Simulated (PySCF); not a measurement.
# SiClF2 (SMILES F[Si](F)Cl) at UMP2/STO-6G

Aim: the vertical ionisation energy of SiClF2 at UMP2/STO-6G, from 2 runs. The job is set up through a Python script.

The results are computed with PySCF 2.14.0.

9 further runs of the same task are left out: 1 that didn't finish, 8 set aside as unsound or not needed.

## 1. The system as given

SiClF2: 4 atoms, total charge 0, spin state doublet. SMILES: `F[Si](F)Cl`. The shape is that of a PBE0-D4/def2-TZVP optimisation.

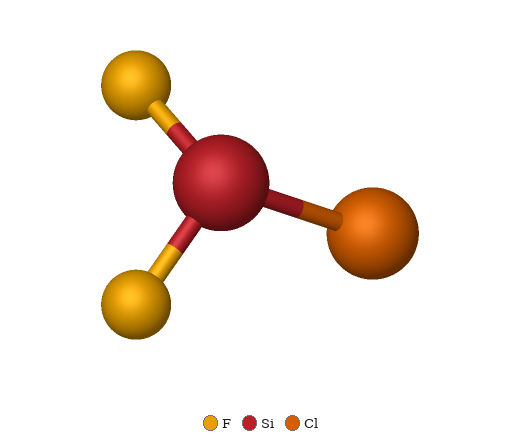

The structure, seen from a chosen angle (fluorine amber, silicon red, chlorine orange).

## 2. The energy at UMP2/STO-6G

Contents of calc.py:

```python
from pyscf import gto, mp

system = gto.M(
    atom=[
    ('F', (1.308200, 0.129000, 0.798000)),
    ('Si', (0.221200, -0.316500, -0.265700)),
    ('F', (-0.871800, -1.157400, 0.514900)),
    ('Cl', (-0.657600, 1.344900, -1.047300)),
],
    max_memory=1860,
    basis='sto-6g',
    verbose=3,
    spin=1,
)

myscf = system.UHF()
myscf.conv_tol = 1e-10
myscf.kernel()
if not myscf.converged:
    myscf = myscf.newton().run(myscf.mo_coeff, myscf.mo_occ)

pt = mp.MP2(myscf, frozen=12).run()
energy = pt.e_tot
print('E = %.10f Eh' % energy)
```

Run with:

```console
$ OMP_NUM_THREADS=1 python calc.py
```

Output:

```text
converged SCF energy = -943.855559250877  <S^2> = 0.75545726  2S+1 = 2.0054498
E(UMP2) = -943.916015320332  E_corr = -0.0604560694546232
E(SCS-UMP2) = -943.917231988853  E_corr = -0.0616727379758267
E = -943.9160153203 Eh
```

Wall time 1.4 s (1 thread of Arm Neoverse V1, shared host); peak memory 0.12 GiB.

## 3. The singlet cation

Contents of job.py:

```python
from pyscf import gto, scf, mp

molecule = gto.M(
    atom='''
F        1.308200       0.129000       0.798000
Si       0.221200      -0.316500      -0.265700
F       -0.871800      -1.157400       0.514900
Cl      -0.657600       1.344900      -1.047300
''',
    charge=1,
    basis='sto-6g',
    verbose=4,
    max_memory=1860,
)

mf = scf.RHF(molecule)
mf.conv_tol = 1e-10
mf.kernel()
if not mf.converged:
    mf = mf.newton().run(mf.mo_coeff, mf.mo_occ)

pt = mp.MP2(mf, frozen=12).run()
etot = pt.e_tot
print('Final energy', etot)
```

Run with:

```console
$ OMP_NUM_THREADS=1 python job.py
```

Output:

```text
PySCF version 2.14.0

[INPUT] num. atoms = 4
[INPUT] num. electrons = 48
[INPUT] charge = 1
[INPUT] spin (= nelec alpha-beta = 2S) = 0
[INPUT] symmetry False subgroup None
[INPUT] Mole.unit = angstrom
[INPUT] Symbol           X                Y                Z      unit          X                Y                Z       unit  Magmom
[INPUT]  1 F      1.308200000000   0.129000000000   0.798000000000 AA    2.472139716156   0.243774670069   1.508001447403 Bohr   0.0
[INPUT]  2 Si     0.221200000000  -0.316500000000  -0.265700000000 AA    0.418007418754  -0.598098318425  -0.502100231297 Bohr   0.0
[INPUT]  3 F     -0.871800000000  -1.157400000000   0.514900000000 AA   -1.647463235396  -2.187169016572   0.973019981539 Bohr   0.0
[INPUT]  4 Cl    -0.657600000000   1.344900000000  -1.047300000000 AA   -1.242683899514   2.541492664928  -1.979110170257 Bohr   0.0

nuclear repulsion = 217.599300010855
number of shells = 16
number of NR pGTOs = 168
number of NR cGTOs = 28
basis = sto-6g
ecp = {}

******** <class 'pyscf.scf.hf.RHF'> ********
method = RHF
initial guess = minao
damping factor = 0
level_shift factor = 0
DIIS = <class 'pyscf.scf.diis.CDIIS'>
diis_start_cycle = 1
diis_space = 8
diis_damp = 0
SCF conv_tol = 1e-10
SCF conv_tol_grad = None
SCF max_cycles = 50
direct_scf = True
direct_scf_tol = 1e-13
Set gradient conv threshold to 1e-05
Initial guess from minao.
init E= -943.723030574804
  HOMO = -0.544502013056472  LUMO = -0.163466084333785  gap/eV = 10.36852
cycle= 1 E= -943.391413817341  delta_E= 0.332  |g|= 0.605  |ddm|= 2.66
  HOMO = -0.647865189571186  LUMO = -0.339806919083832  gap/eV = 8.38269
cycle= 2 E= -943.559690226593  delta_E= -0.168  |g|= 0.244  |ddm|= 1.52
  HOMO = -0.675125307715626  LUMO = -0.266852944829961  gap/eV = 11.10966
cycle= 3 E= -943.581424961227  delta_E= -0.0217  |g|= 0.0318  |ddm|= 0.36
  HOMO = -0.688476949936396  LUMO = -0.251219637052516  gap/eV = 11.89838
cycle= 4 E= -943.582259073917  delta_E= -0.000834  |g|= 0.00863  |ddm|= 0.0937
  HOMO = -0.683448196491974  LUMO = -0.252340754411476  gap/eV = 11.73103
cycle= 5 E= -943.582330190871  delta_E= -7.11e-05  |g|= 0.00225  |ddm|= 0.0281
  HOMO = -0.683462925822346  LUMO = -0.252652655476194  gap/eV = 11.72294
cycle= 6 E= -943.582336795047  delta_E= -6.6e-06  |g|= 0.00065  |ddm|= 0.00874
  HOMO = -0.683275606645819  LUMO = -0.25251069575707  gap/eV = 11.72171
cycle= 7 E= -943.58233747257  delta_E= -6.78e-07  |g|= 0.000217  |ddm|= 0.00298
  HOMO = -0.683239012173211  LUMO = -0.252568823584407  gap/eV = 11.71913
cycle= 8 E= -943.582337562687  delta_E= -9.01e-08  |g|= 6.03e-05  |ddm|= 0.00133
  HOMO = -0.683230861095925  LUMO = -0.252566917953814  gap/eV = 11.71896
cycle= 9 E= -943.58233756852  delta_E= -5.83e-09  |g|= 1.62e-05  |ddm|= 0.000337
  HOMO = -0.683234961950907  LUMO = -0.252567441017602  gap/eV = 11.71906
cycle= 10 E= -943.582337568913  delta_E= -3.93e-10  |g|= 4.01e-06  |ddm|= 8.84e-05
  HOMO = -0.683235305275789  LUMO = -0.252567447804422  gap/eV = 11.71907
cycle= 11 E= -943.582337568936  delta_E= -2.36e-11  |g|= 8.98e-07  |ddm|= 2.23e-05
  HOMO = -0.683235365788011  LUMO = -0.252567428474826  gap/eV = 11.71907
Extra cycle  E= -943.582337568936  delta_E= 4.55e-13  |g|= 4.44e-07  |ddm|= 2.77e-06
converged SCF energy = -943.582337568936

******** <class 'pyscf.mp.mp2.RMP2'> ********
nocc = 12, nmo = 16
frozen orbitals 12
E(RMP2) = -943.685112816713  E_corr = -0.102775247777237
E(SCS-RMP2) = -943.686821633131  E_corr = -0.104484064194987
E_corr(same-spin) = -0.0217456536204203
E_corr(oppo-spin) = -0.0810295941568168
Final energy -943.6851128167132
```

Run time: 1.4 s. Hardware: 1 thread of Arm Neoverse V1, shared host; peak memory 0.12 GiB.

## 4. Summary of results

At UMP2/STO-6G, 12 core orbitals frozen:

| quantity | value |
| --- | --- |
| doublet SiClF2: total energy | -943.91602 Eh |
| doublet SiClF2: dipole moment (Hartree–Fock density) | 2.77 D |
| doublet SiClF2: HOMO energy (Hartree–Fock orbitals) (highest over α and β) | -7.84 eV |
| doublet SiClF2: LUMO energy (Hartree–Fock orbitals) (lowest over α and β) | 4.02 eV |
| doublet SiClF2: correlation energy (12 core orbitals frozen) | -60.5 mEh |
| doublet SiClF2: ⟨S²⟩ of the reference determinant | 0.755 |
| singlet cation: total energy | -943.68511 Eh |
| singlet cation: HOMO energy (Hartree–Fock orbitals) | -18.59 eV |
| singlet cation: LUMO energy (Hartree–Fock orbitals) | -6.87 eV |
| singlet cation: HOMO–LUMO gap (Hartree–Fock orbitals) | 11.72 eV |
| singlet cation: correlation energy (12 core orbitals frozen) | -102.8 mEh |
| vertical ionisation energy (to the singlet cation) | 6.283 eV |

**Reading.** The vertical ionisation energy comes to 6.28 eV (606 kJ/mol). Only the singlet of the ionised species was computed; a triplet could lie lower. In a minimal basis such a difference can be off by several eV, whatever the method.
